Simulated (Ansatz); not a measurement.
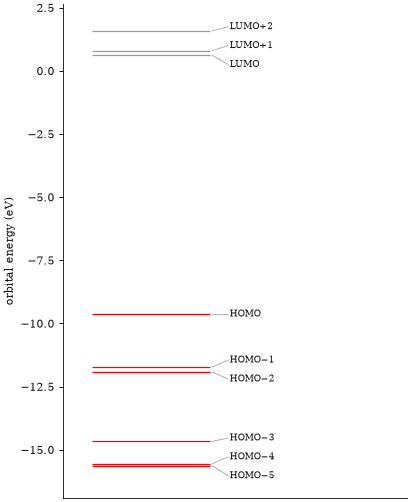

CH₃FZn, SMILES F[CH2][ZnH], singlet. Kohn-Sham orbital energies near the frontier, ωB97M-V/def2-TZVPP in the Ansatz code 0.2.0, at a PBE0-D4/def2-TZVP geometry (a minimum by its frequencies), isolated molecule; empty levels in grey, levels within 0.03 eV side by side.

Where do the frontier orbitals lie?

Answer. HOMO at −9.63 eV, LUMO at 0.62 eV, 10.25 eV apart.

List the levels.

Answer.
```csv
orbital,energy (eV)
LUMO+2,1.58
LUMO+1,0.79
LUMO,0.62
HOMO,−9.63
HOMO−1,−11.73
HOMO−2,−11.92
HOMO−3,−14.67
HOMO−4,−15.56
HOMO−5,−15.63
```

Caveats: no scalar relativity up to krypton; empty levels above zero depend strongly on the basis.
